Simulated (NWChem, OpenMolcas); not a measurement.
**Predicting a hybrid from its neighbours: CH4BFO**

CH4BFO has 8 atoms, charge 0, and is taken as a singlet. SMILES: `OCBF`. Geometry: relaxed at PBE0-D4/def2-TZVP. This is one conformer, not always the lowest.

The HOMO–LUMO gap y, in eV, basis def2-SVPD; a is the functional's share of exact exchange. Programs: NWChem 7.3.0, OpenMolcas 26.06.

```
functional     program     a  y (eV)
      TPSS  OpenMolcas     0    5.30
       PBE      NWChem     0    5.00
     B3LYP      NWChem   0.2    7.21
      PBE0      NWChem  0.25       ?
     BHLYP  OpenMolcas   0.5   10.44
```

**Question.** Fit y = c + s·a to the known rows and predict PBE0.

**Answer.** 
1. Means of the 4 rows: a = 0.1750, y = 6.987.
2. Σ(Δa)² = 0.1675, Σ(Δa·Δy) = 1.7707, so the slope is 1.7707/0.1675 = 10.571.
3. Intercept: 6.987 − (10.571) × 0.1750 = 5.137. The largest residual of the fit is 0.16.
4. PBE0: 5.137 + (10.571) × 0.25 = 7.78 eV.

The run gave 7.73 eV, so the prediction is off by +0.05 eV, within the largest residual. Exact exchange lowers occupied levels and raises empty ones. The rows mix families of semi-local functionals, which the line can't see.

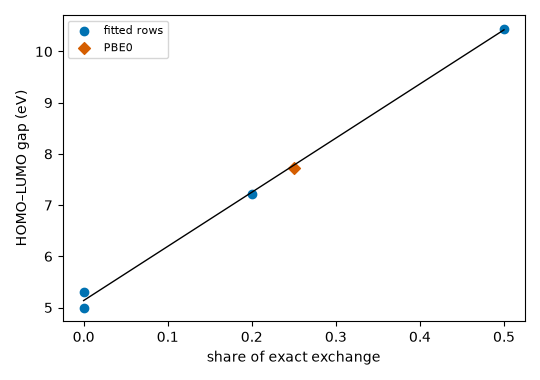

The fitted line, with the withheld row.
